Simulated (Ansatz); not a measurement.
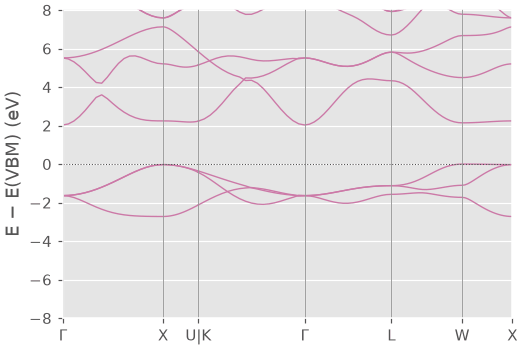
Figure: Band structure from the program Ansatz at the PBEsol level (PAW)

Q: Read off the gap and where the band edges lie.

A: About 2.0 eV (2.03 eV by a search for the band edges); maximum at W, minimum at Γ.

The material is YN (zinc blende, F-43m).

A made-up cell: these elements were put on the sites of a structure type; the Crystallography Open Database copy checked does not list it. COD files the formula under space group No. 225, so this cell is another polymorph or a model. Whether it is the stable phase at ambient conditions was not checked. The cell was relaxed with PBEsol under the symmetry of its start; its stability against distortions is not shown here. No spin polarisation was allowed. Spin–orbit coupling is left out wherever it is not named.

Potentials: the later of the program's two PAW sets.
